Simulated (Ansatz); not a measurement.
# B2 (SMILES B#B): levels of theory compared

Wanted: a comparison of 6 runs (UHF/6-31G, U-r2SCAN/6-31G, U-revPBE/6-31G, UB2PLYP/3-21G, USVWN5/3-21G, UCCSD/6-31G) of B2. 

The results are computed with Ansatz 0.2.0.

45 further runs of the same task are left out: 2 that didn't finish, 43 set aside as unsound or not needed.

### 1 The molecule

The species is B2 (2 atoms), meant as a triplet with charge 0. As SMILES, `B#B`. The B2–B1 distance was set to 3.513 Å, away from the relaxed value.

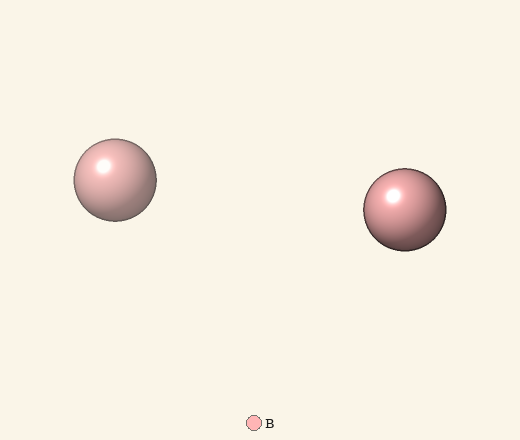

The structure, seen from a chosen angle (boron pink).

### 2 A single-point energy at UHF/6-31G (run 1)

File run.yaml:

```yaml
crystal:
  periodic: [false, false, false]
  atoms:
    - {symbol: B, position_ang: [0.000000, 0.000000, -2.107680]}
    - {symbol: B, position_ang: [0.000000, 0.000000, 1.405120]}
basis:
  gaussian:
    orbitals: 6-31G
magnetization:
  spin_polarized: true
  initial_magnetization: 2
hamiltonian:
  xc: hf
accuracy: high
```

On the command line:

```sh
$ ansatz run run.yaml --threads 1 --pin off --max-ram 2610MiB --events-out events.jsonl --progress --plain --runs-dir runs
```

What it wrote:

```text
Warning: RAYON_NUM_THREADS=1 ignored (pool sized by the plan → 1); use --threads N
Functional definition: HF
  name "HF"
  exchange = exact_x
  correlation = 0
407 factors; integrals over basis functions are off by at most 1.7e-9 eV
mean field evaluation 1: about -1332.3527 eV, gradient 3.1e0 eV
mean field evaluation 2: about -1332.3532 eV, gradient 3.1e0 eV
mean field evaluation 4: about -1332.5316 eV, gradient 6.8e-1 eV
mean field evaluation 8: about -1332.5642 eV, gradient 8.3e-4 eV
mean field evaluation 16: about -1332.5642 eV, gradient 1.5e-5 eV
mean field evaluation 32: about -1334.4777 eV, gradient 5.7e-3 eV
mean field evaluation 64: about -1334.2221 eV, gradient 2.6e0 eV
mean field evaluation 96: about -1334.4606 eV, gradient 2.6e-2 eV
mean field evaluation 128: about -1334.3517 eV, gradient 2.8e-1 eV
mean field evaluation 160: about -1334.4245 eV, gradient 4.0e-2 eV
mean field evaluation 192: about -1334.1384 eV, gradient 1.8e0 eV
mean field evaluation 224: about -1334.4206 eV, gradient 9.6e-2 eV
mean field evaluation 256: about -1332.4691 eV, gradient 1.3e-1 eV
mean field -1334.47771507 eV, -49.0411514874 hartree, gradient 4.0e-9 eV, S^2 2.003298; 13 other end points of the search recorded, 0 dependent functions left out
reference -1334.47771507 eV, -49.0411514874 hartree; 6, 4 occupied and 12, 14 virtual orbitals, 407 factors
Total energy: -1334.47771507 eV, -49.0411514874 hartree
```

It took 0.56 s on 1 thread of Arm Neoverse N1, shared host.

### 3 The energy at U-r2SCAN/6-31G (run 2)

File run.yaml:

```yaml
crystal:
  periodic: [false, false, false]
  atoms:
    - {symbol: B, position_ang: [0.000000, 0.000000, -2.107680]}
    - {symbol: B, position_ang: [0.000000, 0.000000, 1.405120]}
basis:
  gaussian: {orbitals: 6-31G}
magnetization: {spin_polarized: true, initial_magnetization: 2}
hamiltonian: {xc: r2scan}
accuracy: high
```

On the command line:

```sh
$ ansatz run run.yaml --threads 1 --pin off --max-ram 2610MiB --events-out events.jsonl --progress --plain --runs-dir runs
```

What it wrote, shortened:

```text
Warning: RAYON_NUM_THREADS=1 ignored (pool sized by the plan → 1); use --threads N
Functional definition: r2SCAN
  name "r2SCAN"
[...]
407 factors; integrals over basis functions are off by at most 1.7e-9 eV
[...]
mean field -1340.46960290 eV, -49.2613493037 hartree, gradient 4.5e-9 eV, S^2 2.003877; 15 other end points of the search recorded, 0 dependent functions left out
reference -1340.46960426 eV, -49.2613493537 hartree; 6, 4 occupied and 12, 14 virtual orbitals, 407 factors
Total energy: -1340.46960426 eV, -49.2613493537 hartree
```

It took 29 s on 1 thread of Arm Neoverse N1, shared host; peak memory 0.14 GiB.

Runs 3 to 4 aren't shown in full; the table further down has their settings and results.

### 4 The energy at USVWN5/3-21G (run 5)

File molecule.yaml:

```yaml
crystal:
  periodic: [false, false, false]
  atoms:
    - {symbol: B, position_ang: [0.000000, 0.000000, -2.107680]}
    - {symbol: B, position_ang: [0.000000, 0.000000, 1.405120]}
basis:
  gaussian: {orbitals: 3-21G.json}
accuracy: high
hamiltonian: {xc: {name: SVWN5}}
magnetization: {spin_polarized: true, initial_magnetization: 2}
```

The basis set 3-21G is read from a file made from the Basis Set Exchange's data (not shown).

On the command line:

```sh
$ ansatz run molecule.yaml --threads 1 --pin off --max-ram 2610MiB --events-out events.jsonl --progress --plain --runs-dir runs
```

What it wrote:

```text
Warning: RAYON_NUM_THREADS=1 ignored (pool sized by the plan → 1); use --threads N
Functional definition: SVWN5
  name "SVWN5"
  exchange = slater_x
  correlation = vwn5_c
377 factors; integrals over basis functions are off by at most 2.0e-9 eV
mean field evaluation 1: about -1318.2902 eV, gradient 1.5e0 eV
mean field evaluation 2: about -1318.3080 eV, gradient 5.8e-1 eV
mean field evaluation 4: about -1318.3114 eV, gradient 3.0e-2 eV
mean field evaluation 8: about -1318.3114 eV, gradient 5.4e-4 eV
mean field evaluation 16: about -1318.3114 eV, gradient 4.5e-8 eV
mean field evaluation 32: about -1317.9904 eV, gradient 1.1e-3 eV
mean field evaluation 64: about -1318.2829 eV, gradient 5.8e-1 eV
mean field evaluation 96: about -1318.3114 eV, gradient 1.8e-4 eV
mean field evaluation 128: about -1317.6005 eV, gradient 1.7e-1 eV
mean field -1318.31142348 eV, -48.4470512294 hartree, gradient 7.8e-9 eV, S^2 2.000560; 17 other end points of the search recorded, 0 dependent functions left out
reference -1318.31142575 eV, -48.4470513128 hartree; 6, 4 occupied and 12, 14 virtual orbitals, 377 factors
Total energy: -1318.31142575 eV, -48.4470513128 hartree
```

It took 3.6 s on 1 thread of Arm Neoverse N1, shared host.

### 5 A single-point energy at UCCSD/6-31G (run 6)

File in.yaml:

```yaml
crystal:
  periodic: [false, false, false]
  atoms:
    - {symbol: B, position_ang: [0.000000, 0.000000, -2.107680]}
    - {symbol: B, position_ang: [0.000000, 0.000000, 1.405120]}
basis:
  gaussian: {orbitals: 6-31G}
accuracy: high
scf: {omitted_lower_state_checks: [cluster_reference, increment]}
magnetization: {spin_polarized: true, initial_magnetization: 2}
correlation: {method: ccsd, frozen_orbitals: {B: 1}}
```

On the command line:

```sh
$ ansatz run in.yaml --threads 1 --pin off --max-ram 2610MiB --events-out events.jsonl --progress --plain --runs-dir runs
```

What it wrote:

```text
Warning: RAYON_NUM_THREADS=1 ignored (pool sized by the plan → 1); use --threads N
[... 21 lines left out ...]
2 core orbitals not correlated: weight in the atoms' cores, before any rotation towards them, 1.000 or more for the frozen orbitals, at most 0.000 for the correlated occupied ones
[... 41 lines left out ...]
Total energy: -1336.79060408 eV, -49.1261485909 hartree
Checks for a lower state left out: cluster_reference, increment
```

Run time: 1.1 s. Hardware: 1 thread of Arm Neoverse N1, shared host.

### 6 Overview of the runs

```tsv
run	level	frozen core orbitals	energy (Eh)	⟨S²⟩	wall time
1	UHF/6-31G	–	-49.041151	2.003	0.56 s
2	U-r2SCAN/6-31G	–	-49.261349	2.004	29 s
3	U-revPBE/6-31G	–	-49.303227	2.001	6 s
4	UB2PLYP/3-21G	2	-48.973237	2.002	7.8 s
5	USVWN5/3-21G	–	-48.447051	2.001	3.6 s
6	UCCSD/6-31G	2	-49.126149	2.003	1.1 s
```

### 7 Summary of results

| quantity | value |
| --- | --- |
| run 6: total energy | -49.12615 Eh |
| run 6: correlation energy (2 core orbitals frozen) | -85.0 mEh |
| run 6: ⟨S²⟩ of the reference determinant | 2.003 |
| run 6: T1 diagnostic | 0.015 |

Totals of different functionals can't be ranked against each other. All runs together took 48 s, the longest 29 s.
